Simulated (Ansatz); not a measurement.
# AlCF (triplet): from Hartree-Fock to the top rungs at a displaced geometry (v2), cc-pVDZ

How much of the correlation energy of AlCF (triplet) does each wave-function method recover here?

The runs use Ansatz 0.2.0, Gaussian basis; cc-pVDZ, core rule «outside noble gas», up to 7 orbitals frozen.

To be run: UHF; CCSD(T) on ROHF; CCSD(T) on UHF; BCCD(T) on ROHF; CISD; CCSDT(Q) on ROHF; CCSDT(Q) on UHF.

37 further runs of the same task are left out: 10 for a known fault of the program, 9 that didn't finish, 18 set aside as unsound or not needed.

## Step 1: The geometry

The geometry is a PBE0/def2-TZVP stationary point (not a proven minimum) with its atoms shifted at random (size 0.100 Å).

3 atoms, charge 0, spin multiplicity 3.

Atoms are counted from 1 here; the program's logs count them from 0.

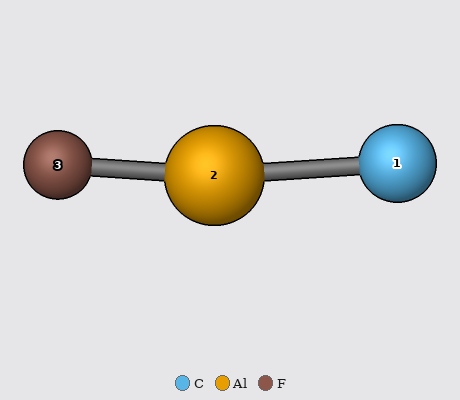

The geometry (carbon blue, aluminium amber, fluorine brown); atoms are numbered from 1 in the order of the file.

## Step 2: UHF

in.yaml

```yaml
crystal:
  periodic: [false, false, false]
  atoms:
    - {symbol: C, position_ang: [0.084376, 0.005225, 1.836764]}
    - {symbol: Al, position_ang: [-0.080498, 0.013599, -0.091842]}
    - {symbol: F, position_ang: [-0.003878, -0.018825, -1.744922]}
basis:
  gaussian: {orbitals: cc-pVDZ}
magnetization: {spin_polarized: true, initial_magnetization: 2}
hamiltonian: {xc: hf}
output: {orbitals: {seedname: orbitals}}
```

The run is started by

```console
$ ansatz run in.yaml --threads 1 --pin off --events-out ev --progress --plain --max-ram 2393MiB
```

Further steps of the session: CCSD(T) on ROHF; CCSD(T) on UHF; BCCD(T) on ROHF; CISD; CCSDT(Q) on ROHF; CCSDT(Q) on UHF.

Before running them: what should the planned runs give, taken together? Wanted: RCCSDT(Q) below the RHF energy; RMP2 from RCCSDT(Q); UMP2 from RCCSDT(Q); RCCSD from RCCSDT(Q); RCCSD(T) from RCCSDT(Q); UCCSD(T) from RCCSDT(Q); UCCSDT(Q) from RCCSDT(Q); T1 diagnostic.

As calculated:

| quantity | value |
| --- | --- |
| RCCSDT(Q) below the RHF energy | -10.0047 eV |
| RMP2 from RCCSDT(Q) | +1005.3 meV |
| UMP2 from RCCSDT(Q) | +1349.8 meV |
| RCCSD from RCCSDT(Q) | +385.2 meV |
| RCCSD(T) from RCCSDT(Q) | +83.8 meV |
| UCCSD(T) from RCCSDT(Q) | +99.5 meV |
| UCCSDT(Q) from RCCSDT(Q) | -7.6 meV |
| levels within 1 kcal/mol (43 meV) | RCCSDT, UCCSDT, UCCSDT(Q) |
| T1 diagnostic | 0.028 |

What this shows: RCCSD(T) misses by +83.8 meV, 0.8 % of the correlation energy. These misses are within one basis, not against nature; the frozen cores of restricted and unrestricted runs differ, which can shift their rows.
